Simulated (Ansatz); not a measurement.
# Calculations on AlSiNH6O

Part 1: Relaxation

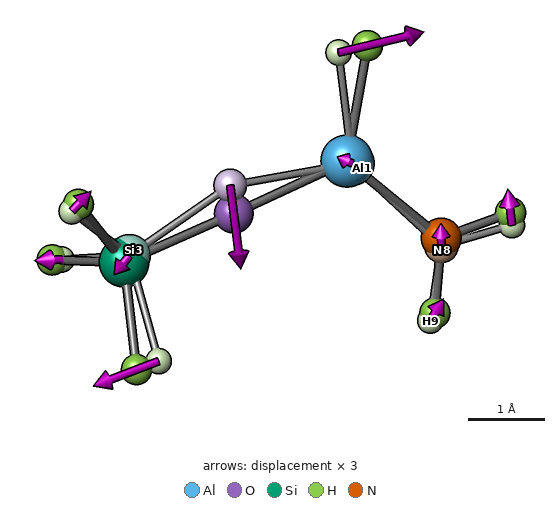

A relaxation of AlSiNH$_{6}$O. The starting structure is drawn faded, the final one solid; purple arrows show the displacements, 3 times their true length. The two geometries are superimposed by the best rigid fit.

The picture is a ball-and-stick view, seen from a free direction.

The run prepares an end point of a later path (reaction) calculation, from a guessed geometry.

Method: RKS B3LYP/def2-SVP (Ansatz 0.2.0). Settings: no spin polarisation; force threshold 0.03 eV/Å; at most 50 steps.

> What happened in the run?

The largest move after the best rigid fit is that of an H atom, 0.42 Å. By element the largest moves are H 0.42 Å, O 0.39 Å, Si 0.12 Å, N 0.11 Å, Al 0.08 Å. Some distances before and after: Al–H 1.540 → 1.573 Å, Al–O 1.736 → 1.705 Å, O–Si 1.654 → 1.646 Å, Al–N 1.765 → 1.769 Å. Among the angles between lasting bonds that change: O–Al–H 87.6° → 120.5°, Al–O–Si 154.9° → 178.7°, H–Al–N 141.6° → 120.3°. The energy falls by 14.1 kcal/mol in 10 geometry steps. Largest force component: 1.5 eV/Å at the start, 0.0078 eV/Å at the end. The forces were under the threshold at step 7, but the run went on from there. The run took 42 s on 2 threads of Arm Neoverse N1 (shared host), peak memory 0.18 GiB.

Part 2: Relaxation

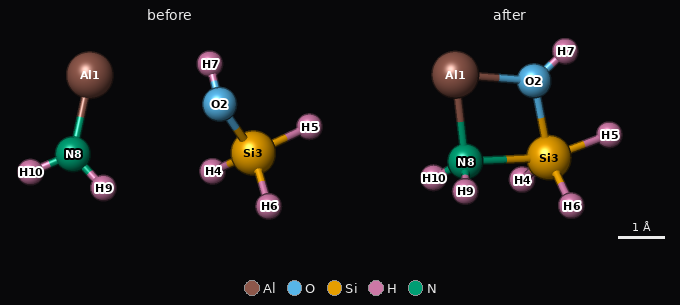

The structure of AlSiNH6O before (left) and after (right) a relaxation, at one scale.

A ball-and-stick model, seen at a tilt.

The run prepares an end point of a later path (reaction) calculation, from a guessed geometry.

These are results of RKS B3LYP/def2-SVP (Ansatz 0.2.0), not measurements.

The input:
```yaml
crystal:
  periodic: [false, false, false]
  atoms:
    - { symbol: Al, position_ang: [0.166624, -0.059322, -1.535471] }
    - { symbol: O, position_ang: [0.714162, 0.214182, 1.373692] }
    - { symbol: Si, position_ang: [0.010927, -0.566873, 2.684846] }
    - { symbol: H, position_ang: [-0.727009, -1.795786, 2.272311] }
    - { symbol: H, position_ang: [1.037485, -0.941495, 3.701782] }
    - { symbol: H, position_ang: [-0.936604, 0.415505, 3.270866] }
    - { symbol: H, position_ang: [1.447934, -0.246341, 0.906384] }
    - { symbol: "N", position_ang: [-1.588751, 0.254895, -1.247895] }
    - { symbol: H, position_ang: [-2.008991, 0.59112, -0.379991] }
    - { symbol: H, position_ang: [-2.327078, 0.153415, -1.947223] }
basis:
  gaussian: { orbitals: def2-SVP }
hamiltonian:
  xc: b3lyp
relax:
  f_tol: 0.03
  max_steps: 50
output:
  orbitals: {}
```

Launched with:
```bash
ansatz run input.yaml --threads 2 --pin off --max-ram 3072MiB --backend cpu --events-out ev --progress --plain --runs-dir out
```

Summarise the run.

Answer. The energy falls by 11.8 kcal/mol in 18 accepted moves (19 points after the start). Largest force component: 0.58 eV/Å at the start, 0.019 eV/Å at the end. The line search rejected the trial step at point 14 of the run. The largest move after the best rigid fit is that of H10, 1.81 Å. Largest moves by element: H 1.81 Å, N 1.26 Å, Si 1.04 Å, O 0.79 Å, Al 0.65 Å. Near-neighbour distances that change, for instance: Si3–N8 4.324 → 2.056 Å, Al1–Si3 4.254 → 3.120 Å, Al1–O2 2.973 → 1.943 Å, Al1–N8 1.806 → 2.013 Å. New bonds form, among them: Al1–O2 (2.97 → 1.94 Å), Si3–N8 (4.32 → 2.06 Å). Among the angles between lasting bonds that change: O2–Si3–H5 111.1° → 87.8°, O2–Si3–H6 105.5° → 121.5°, Al1–N8–H9 126.3° → 114.5°. The run took 82 s on 2 threads of Arm Neoverse N1, on a shared host, peak memory 0.18 GiB.

Limits of the set-up: the start holds two separate molecules, 2.8 Å apart at their closest, whose relative position is a soft coordinate and is computed without a dispersion correction.

Part 3: Path

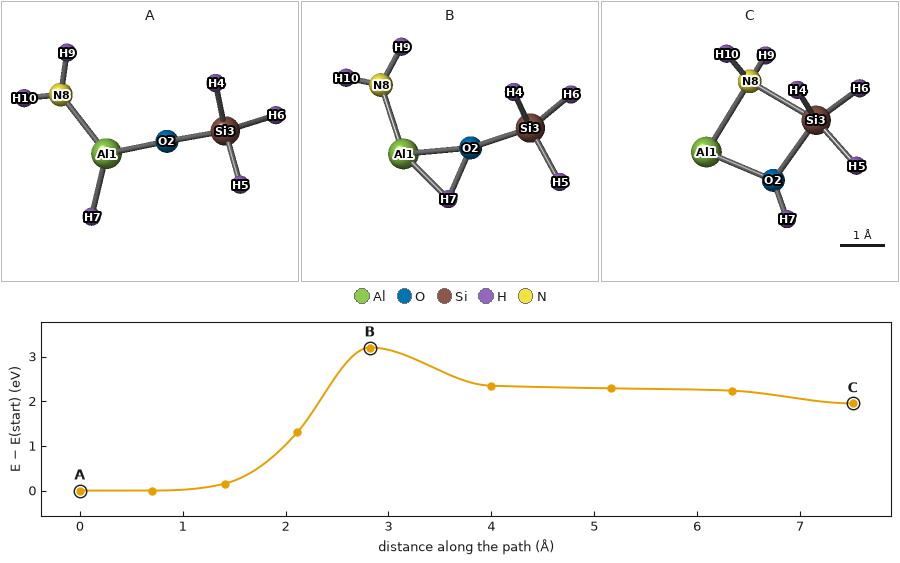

A search for the minimum-energy path of AlSiNH6O by the nudged elastic band. Images are numbered from 0 (start) to 8 (end). Frames A to C are images 0, 4, 8. A ball-and-stick model, seen at a tilt.

The calculation used Ansatz 0.2.0, RKS B3LYP/def2-SVP. Run with 7 movable images; climbing image; force threshold 0.05 eV/Å; iteration limit 60; starting path through a guess of the saddle point.

Question: What happens along the path, and what is the barrier?

Answer: Forward barrier 3.20 eV, backward barrier 1.25 eV, with image 4 at the top; the reaction energy is +1.95 eV. Breaking: Al1–H7 (1.57 → 1.72 at the top → 2.69 Å). Forming: O2–H7 (2.85 → 1.30 at the top → 0.97 Å), Si3–N8 (4.50 → 4.42 at the top → 2.06 Å). The band converged in 29 iterations. The largest component of the band force went from 91 to 0.034 eV/Å. The climbing image converged on the top of the path. Its vibrational analysis gives 2 imaginary modes over 30i cm⁻¹, so it isn't confirmed as a transition state.
